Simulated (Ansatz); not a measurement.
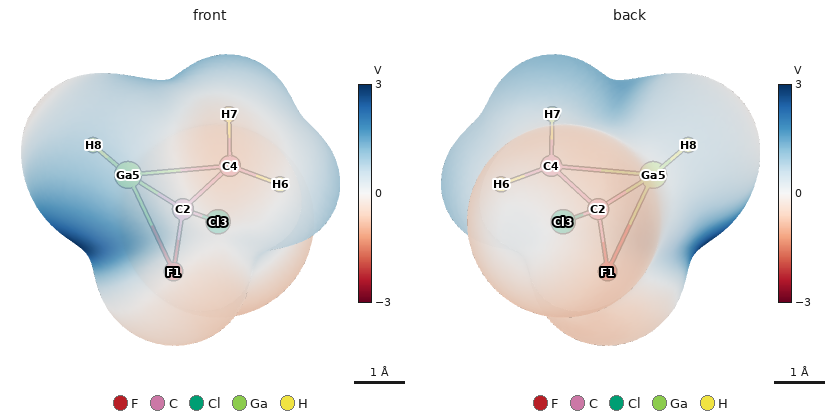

C₂H₃ClFGa. The electrostatic potential painted on the density surface at 0.002 e/bohr³, seen from the front and from behind; the colour scale runs from red (negative) to blue (positive).

These are results of SCF B3LYP, Gaussian basis (Ansatz), not measurements.

Input file:

```
crystal:
  periodic: [false, false, false]
  atoms:
    - { symbol: F, position_ang: [0.3996, -0.4922, 1.676] }
    - { symbol: C, position_ang: [0.3459, -0.3415, 0.2857] }
    - { symbol: Cl, position_ang: [1.993, -0.362, -0.3301] }
    - { symbol: C, position_ang: [-0.2692, 0.9591, -0.1274] }
    - { symbol: Ga, position_ang: [-1.2106, -0.839, 0.2468] }
    - { symbol: H, position_ang: [0.252, 1.848, 0.188] }
    - { symbol: H, position_ang: [-0.4681, 0.9661, -1.2193] }
    - { symbol: H, position_ang: [-0.9505, -1.7956, -0.7755] }
basis:
  gaussian:
    orbitals: def2-SVP
hamiltonian:
  xc: b3lyp
output:
  orbitals: {}
```

Launched as:

```sh
python energy.py
```

### Where is the surface potential most negative and most positive?

The most negative region (about −0.7 V) lies over F1 and Cl3, the most positive (about +2.8 V) over Ga5.
